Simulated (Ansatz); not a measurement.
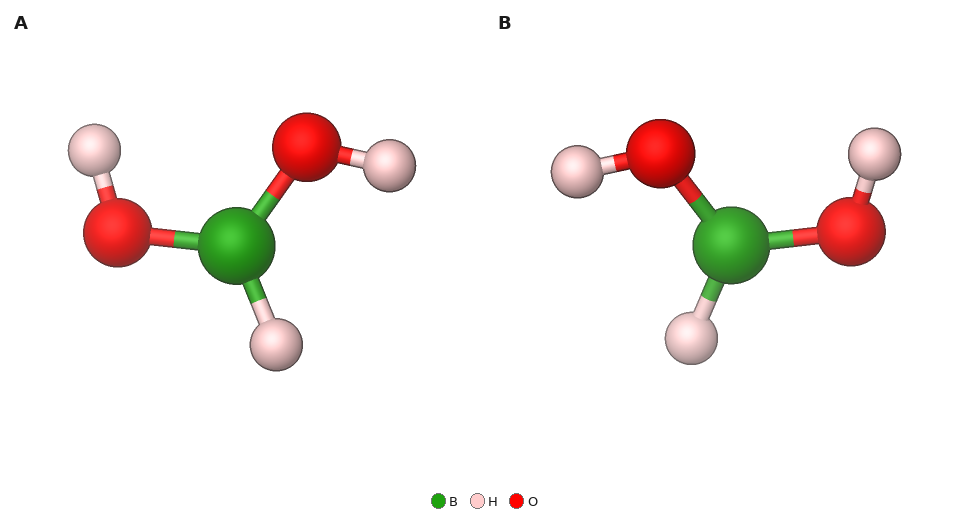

Distant atoms are faded towards the background colour. The computed structure is the end point of a PBE0-D4/def2-TZVP optimisation.

### Are A and B the same structure? If not, how do they differ?

Yes. They are the same structure, BH3O2, seen from two directions. With point group Cs it is achiral, so its mirror image would be the same too.
